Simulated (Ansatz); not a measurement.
**BNH3 (quartet): from Hartree-Fock to the top rungs at distance B1–H4 along a hydrogen transfer = 1.450 Å, cc-pVDZ**

Aim: climb from Hartree-Fock through coupled cluster and multireference methods for BNH3 (quartet) at one geometry and basis, and see what each rung misses.

Method: cc-pVDZ, core rule «outside noble gas», up to 2 orbitals frozen; program: Ansatz 0.2.0, Gaussian basis.

The runs, in order: UHF; CCSD(T) on ROHF; CCSD(T) on UHF; BCCD(T) on ROHF; CISD; CCSDT(Q) on ROHF; CCSDT(Q) on UHF; CASSCF and MRCISD+Q, 5 electrons in 5 orbitals; CASSCF and NEVPT2, 5 electrons in 5 orbitals.

16 further runs of the same task are left out: 8 for a known fault of the program, 4 that didn't finish, 4 set aside as unsound or not needed.

## 1. The geometry

The geometry derives from fragments relaxed apart (PBE0/def2-TZVP) and kept rigid, so it is no stationary point. A hydrogen atom is moved between rigid fragments.

5 atoms, charge 0, spin multiplicity 4.

Atoms are counted from 1 here; the program's logs count them from 0.

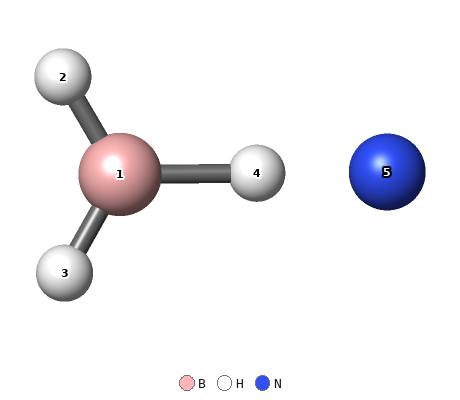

The structure; boron pink, hydrogen white, nitrogen blue; atoms are numbered from 1 in the order of the file.

## 2. UHF

in.yaml reads:

```yaml
crystal:
  periodic: [false, false, false]
  atoms:
    - {symbol: B, position_ang: [-1.434029, 0.000000, 0.000000]}
    - {symbol: H, position_ang: [-2.030762, 1.033571, 0.000000]}
    - {symbol: H, position_ang: [-2.030762, -1.033571, 0.000000]}
    - {symbol: H, position_ang: [0.015971, 0.000000, 0.000000]}
    - {symbol: N, position_ang: [1.397971, 0.000000, 0.000000]}
basis:
  gaussian: {orbitals: cc-pVDZ}
magnetization: {spin_polarized: true, initial_magnetization: 3}
hamiltonian: {xc: hf}
output: {orbitals: {seedname: orbitals}}
```

The run is started by

```sh
> ansatz run in.yaml --threads 1 --pin off --events-out ev --progress --plain --max-ram 2393MiB
```

Further steps of the session: CCSD(T) on ROHF; CCSD(T) on UHF; BCCD(T) on ROHF; CISD; CCSDT(Q) on ROHF; CCSDT(Q) on UHF; CASSCF and MRCISD+Q, 5 electrons in 5 orbitals; CASSCF and NEVPT2, 5 electrons in 5 orbitals.

Before running them: what should the planned runs give, taken together? Wanted: UCCSDT(Q) below the RHF energy; RMP2 from UCCSDT(Q); UMP2 from UCCSDT(Q); RCCSD from UCCSDT(Q); RCCSD(T) from UCCSDT(Q); UCCSD(T) from UCCSDT(Q); RCCSDT(Q) from UCCSDT(Q); NEVPT2 pair from UCCSDT(Q); MRCISD+Q pair from UCCSDT(Q).

The runs gave:

| quantity | value |
| --- | --- |
| UCCSDT(Q) below the RHF energy | -6.3419 eV |
| RMP2 from UCCSDT(Q) | +30.09 kcal/mol |
| UMP2 from UCCSDT(Q) | +29.40 kcal/mol |
| RCCSD from UCCSDT(Q) | +3.16 kcal/mol |
| RCCSD(T) from UCCSDT(Q) | +0.68 kcal/mol |
| UCCSD(T) from UCCSDT(Q) | +0.65 kcal/mol |
| RCCSDT(Q) from UCCSDT(Q) | +0.04 kcal/mol |
| NEVPT2 pair from UCCSDT(Q) | +27.43 kcal/mol |
| MRCISD+Q pair from UCCSDT(Q) | +0.40 kcal/mol |
| levels within 1 kcal/mol (43 meV) | RCCSD(T), UCCSD(T), BCCD(T), RCCSDT, UCCSDT, RCCSDT(Q), MRCISD+Q pair |
| T1 diagnostic | 0.029 |

**Reading.** RCCSD(T) lands +0.68 kcal/mol from the yardstick (0.5 % of the correlation energy). Of the multireference levels listed MRCISD+Q pair comes nearest in total energy (+0.40 kcal/mol), which doesn't show that its space is the better one. These misses are within one basis, not against nature; the frozen cores of restricted and unrestricted runs differ, which can shift their rows.
